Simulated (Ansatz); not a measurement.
# GeH4SO (SMILES O[S][GeH3]): single points off equilibrium

Aim: energy, forces and dipole at a structure displaced at random from a GFN2-xTB minimum, from CCSD(T) and from density functionals.

Program: Ansatz 0.2.0, Gaussian basis. Level of theory: single points in def2-TZVPP. These are calculated values, not measurements.

Cores are frozen in the correlated methods. Filled d shells of the heavier atoms are correlated.

## 1. The starting structure

SMILES `O[S][GeH3]`, 7 atoms, charge 0, spin multiplicity 1.

Atoms are counted from 1 here; the program's logs count them from 0.

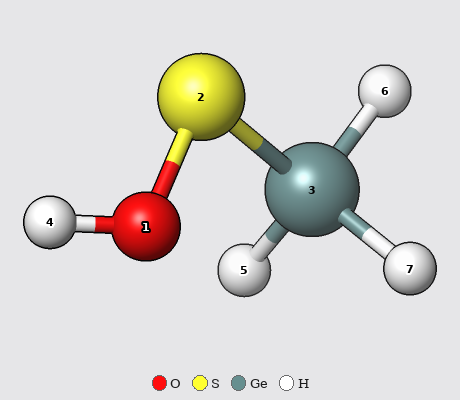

Start geometry, drawn with oxygen red, sulfur yellow, germanium teal, hydrogen white; atoms are numbered from 1 in the order of the file.

As a file:

```
atom    x (Å)    y (Å)    z (Å)
  O1  -0.4421  -1.8304   0.0440
  S2  -1.2189  -0.3755   0.5637
 Ge3   0.4087   0.8827   0.0183
  H4  -1.1105  -2.4988  -0.4923
  H5   0.7485   0.8254  -1.4329
  H6   0.0242   2.2577   0.5453
  H7   1.7199   0.5140   0.8288
```

## 2. CCSD(T)/def2-TZVPP

run/in.yaml reads:

```yaml
crystal:
  periodic: [false, false, false]
  atoms:
    - {symbol: O, position_ang: [-0.442100, -1.830400, 0.044000]}
    - {symbol: S, position_ang: [-1.218900, -0.375500, 0.563700]}
    - {symbol: Ge, position_ang: [0.408700, 0.882700, 0.018300]}
    - {symbol: H, position_ang: [-1.110500, -2.498800, -0.492300]}
    - {symbol: H, position_ang: [0.748500, 0.825400, -1.432900]}
    - {symbol: H, position_ang: [0.024200, 2.257700, 0.545300]}
    - {symbol: H, position_ang: [1.719900, 0.514000, 0.828800]}
basis:
  gaussian: {orbitals: def2-TZVPP}
correlation: {method: ccsd_t}
output: {forces: true}
```

No record of the launch command was kept for these runs.

## 3. PBE0-D4/def2-TZVPP

Edit run/in.yaml of step 2 so:

```diff
@@ -12,3 +12,3 @@
   gaussian: {orbitals: def2-TZVPP}
-correlation: {method: ccsd_t}
-output: {forces: true}
+hamiltonian: {xc: pbe0, dispersion: d4}
+output: {forces: true, orbitals: {seedname: orbitals}}
```

## 4. wB97M-V/def2-TZVPP

Edit run/in.yaml of step 3 so:

```diff
@@ -12,3 +12,3 @@
   gaussian: {orbitals: def2-TZVPP}
-hamiltonian: {xc: pbe0, dispersion: d4}
-output: {forces: true, orbitals: {seedname: orbitals}}
+hamiltonian: {xc: {name: wB97M-V}}
+output: {forces: true}
```

## 5. r2SCAN-D4/def2-TZVPP

Edit run/in.yaml of step 4 so:

```diff
@@ -12,3 +12,3 @@
   gaussian: {orbitals: def2-TZVPP}
-hamiltonian: {xc: {name: wB97M-V}}
+hamiltonian: {xc: r2scan, dispersion: d4}
 output: {forces: true}
```

## 6. PBE-D4/def2-TZVPP

Edit run/in.yaml of step 5 so:

```diff
@@ -12,3 +12,3 @@
   gaussian: {orbitals: def2-TZVPP}
-hamiltonian: {xc: r2scan, dispersion: d4}
+hamiltonian: {xc: pbe, dispersion: d4}
 output: {forces: true}
```

## 7. BHLYP-D4/def2-TZVPP

Edit run/in.yaml of step 6 so:

```diff
@@ -12,3 +12,3 @@
   gaussian: {orbitals: def2-TZVPP}
-hamiltonian: {xc: pbe, dispersion: d4}
+hamiltonian: {xc: {name: BHLYP}, dispersion: d4}
 output: {forces: true}
```

## 8. CAM-B3LYP-D4/def2-TZVPP

Edit run/in.yaml of step 7 so:

```diff
@@ -12,3 +12,3 @@
   gaussian: {orbitals: def2-TZVPP}
-hamiltonian: {xc: {name: BHLYP}, dispersion: d4}
+hamiltonian: {xc: {name: CAM-B3LYP}, dispersion: d4}
 output: {forces: true}
```

(Steps that only read results are left out.)

Before running it: what results should come out? Wanted: energy less free atoms, CCSD(T)/def2-TZVPP; RMS force component; RMS force error; HOMO and LUMO, PBE0-D4; T1 diagnostic.

**Answer**, as computed:

| quantity | value |
| --- | --- |
| energy less free atoms, CCSD(T)/def2-TZVPP | -1822.8 kJ/mol |
| RMS force component | 1.279 to 1.584 eV/Å over the methods |
| RMS force error | PBE0-D4 0.161, wB97M-V 0.117, r2SCAN-D4 0.089, PBE-D4 0.196, BHLYP-D4 0.284, CAM-B3LYP-D4 0.145 eV/Å |
| HOMO and LUMO, PBE0-D4 | -6.78 and -1.41 eV |
| T1 diagnostic | 0.013 |

**Reading.** Against CCSD(T) the functionals' energies less atoms differ by -77.6 to +46.4 kJ/mol, PBE-D4 by -77.6 kJ/mol. The reference is not at the basis limit: in triple zeta CCSD(T) underbinds, which counts against methods that bind more; the gaps are no ranking. For forces r2SCAN-D4 does best and BHLYP-D4 worst. Frozen-core CCSD(T) forces in triple zeta carry basis errors of their own, and this is one geometry, so small gaps rank nothing.
